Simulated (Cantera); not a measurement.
A closed system holds: 1 mol Si, 0.62 mol Br2, 0.11 mol H2, equilibrated at 527 °C.

These are equilibrium values from Cantera (NASA tables, ideal gas, pure condensed phases), not measurements of a reactor. Candidate condensed phases: Br2, Si; 19 gas species. The tables' values for SiBr3 are old estimates; treat these amounts as uncertain. The numbers say what is thermodynamically allowed, not how fast it happens.

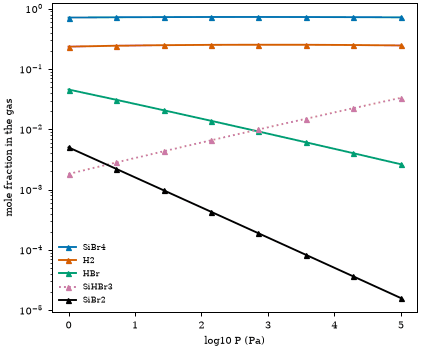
Figure: Equilibrium gas composition (values under 1e-9 drawn at 1e-9)

From 1.00e-5 bar to 1.00 bar the condensed part is Si(s). The main Si-bearing gas is SiBr4 throughout.
